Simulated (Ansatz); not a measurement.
```xyz
11

C    -0.4372   -0.0369    1.5094
C    -0.7718    0.2335    0.0386
Cl   -1.3600   -0.8411   -2.9552
Si   -0.9013   -1.3315   -0.9852
H     0.5272   -0.5596    1.6188
H    -1.2060   -0.6605    1.9944
H    -0.3671    0.9002    2.0842
H    -1.7272    0.7802   -0.0541
H    -0.0075    0.8815   -0.4268
H     0.3896   -2.0791   -0.9864
H    -1.9820   -2.2210   -0.4695
```

Geometry: r2SCAN-D4/def2-SVP.

Level of theory: Ansatz, isolated molecule in a Gaussian basis; Kohn-Sham density functional theory, functional PBE0.

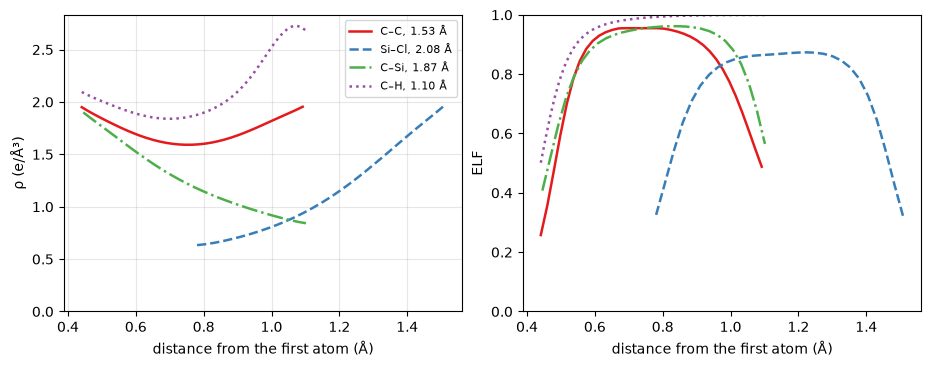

C₂H₇ClSi (SMILES CC[SiH2]Cl). Total electron density and electron localisation function along straight lines between neighbouring atoms. The curves leave out the atomic cores.

What can be read from the curves?

Answer. C–C (1.53 Å): ρ is about 1.6 e/Å³ halfway; the ELF peaks at about 0.95 between the atoms (a covalent bond).
Si–Cl (2.08 Å): ρ at the midpoint is about 0.86 e/Å³; the ELF peaks at about 0.85 between the atoms: a shared but strongly polarised pair.
C–Si (1.87 Å): ρ is about 0.98 e/Å³ halfway; the ELF peaks at about 0.95 between the atoms, as expected for a covalent bond.
C–H (1.10 Å): the density is about 1.9 e/Å³ at the midpoint; the ELF climbs to about 1 towards the hydrogen, as it does in any bond to H; a covalent bond by its length.
